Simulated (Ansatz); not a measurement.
BH8NO2Si2 (SMILES NBO[SiH2]O[SiH3])

Input

```
crystal:
  periodic: [false, false, false]
  atoms:
    - {symbol: B, position_ang: [0.523109, 2.464965, -0.898844]}
    - {symbol: "N", position_ang: [0.077940, 3.109459, 0.262194]}
    - {symbol: O, position_ang: [0.298259, 1.126712, -1.125434]}
    - {symbol: O, position_ang: [-0.589079, 0.186961, 1.267948]}
    - {symbol: Si, position_ang: [-0.516644, -0.092322, -0.368224]}
    - {symbol: Si, position_ang: [0.250395, -0.044228, 2.684598]}
    - {symbol: H, position_ang: [0.247803, 4.090775, 0.428535]}
    - {symbol: H, position_ang: [-0.429616, 2.637047, 1.000199]}
    - {symbol: H, position_ang: [1.130883, 3.092960, -1.737140]}
    - {symbol: H, position_ang: [0.220265, -1.358667, -0.625630]}
    - {symbol: H, position_ang: [-1.914282, -0.150229, -0.868596]}
    - {symbol: H, position_ang: [1.519869, -0.787590, 2.423144]}
    - {symbol: H, position_ang: [0.566136, 1.290813, 3.272906]}
    - {symbol: H, position_ang: [-0.593369, -0.817031, 3.640204]}
basis:
  gaussian: {orbitals: def2-SVPD}
hamiltonian: {xc: pbe0}
output: {forces: true, orbitals: {seedname: orbitals}}
```

Command:

```sh
ansatz run input.yaml --threads 2 --pin off --max-ram 6090MiB --events-out events.jsonl --progress --plain --runs-dir runs
```

Geometry: PBE0-D4/def2-SVP.

Theory: Ansatz, isolated molecule in a Gaussian basis; Kohn-Sham density functional theory, functional PBE0.

What can the converged electron density and electron localisation function tell about the bonding?

Answer. B–O (1.38 Å): ρ at the midpoint is about 2 e/Å³; the ELF peaks at about 0.90 between the atoms; a polar covalent bond.
B–N (1.40 Å): the density is about 1.9 e/Å³ at the midpoint; the ELF peaks at about 0.95 between the atoms: a short, strongly polar bond.
Si–O (1.65 Å): the density is about 1.1 e/Å³ at the midpoint; the ELF peaks at about 0.90 between the atoms; a polar covalent bond.
N–H (1.01 Å): the density is about 2.8 e/Å³ at the midpoint; the ELF climbs to about 1 towards the hydrogen, as it does in any bond to H; a covalent bond by its length.

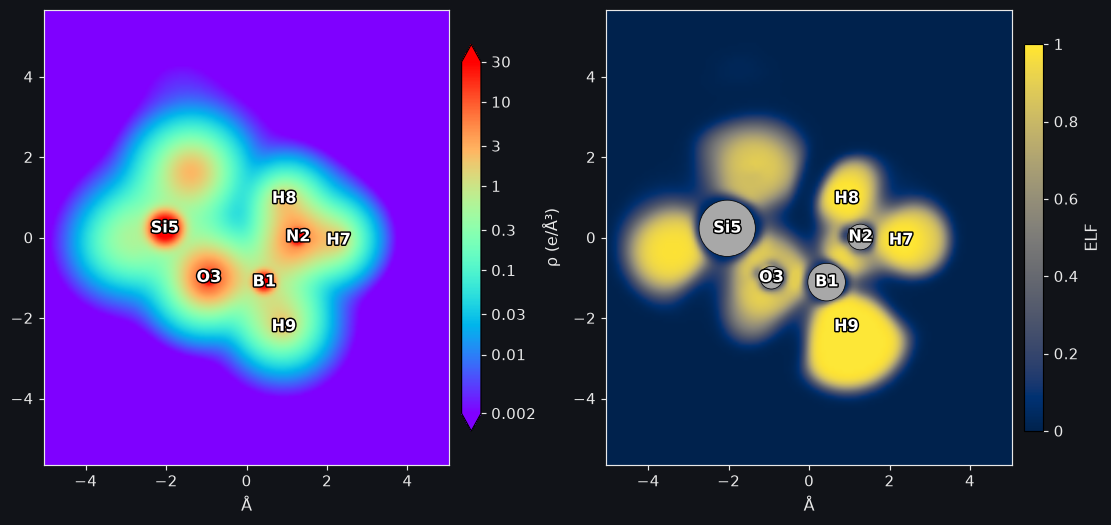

Computed electron density and electron localisation function on the plane of atoms H7, N2 and H8, in this order. Grey discs cover the atomic cores in the ELF map. 
